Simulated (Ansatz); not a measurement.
Take BN in the zinc blende structure (space group F-43m, No. 216; a = 3.625 Å) as the base.

It is then changed as follows: electron doping at 7.0×10^20 cm⁻³ (0.00833 per cell), with a uniform compensating background at fixed cell and a 300 K Fermi–Dirac width.

All numbers come from DFT with PBE, PAW potentials and a 420 eV plane-wave cutoff in Ansatz (a first-principles code), scalar-relativistic without spin-orbit coupling.

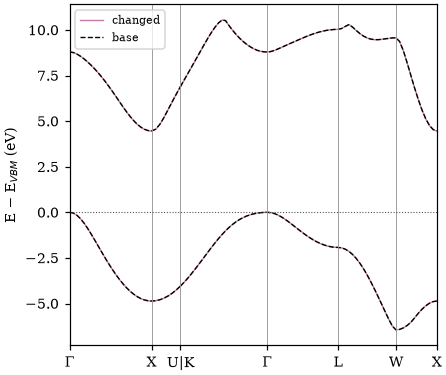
Figure: Highest valence and lowest conduction band along the path, each from its own valence-band maximum

The gap is 4.46 eV, indirect, Γ → X; the base has 4.46 eV.

Charged cell with a jellium background: band edges are those of the host's band count, energies are not comparable with the neutral cell, and many-body gap narrowing is missing. Gaps are read on the SCF mesh and a high-symmetry path. Whether these cells are dynamically stable was not tested.
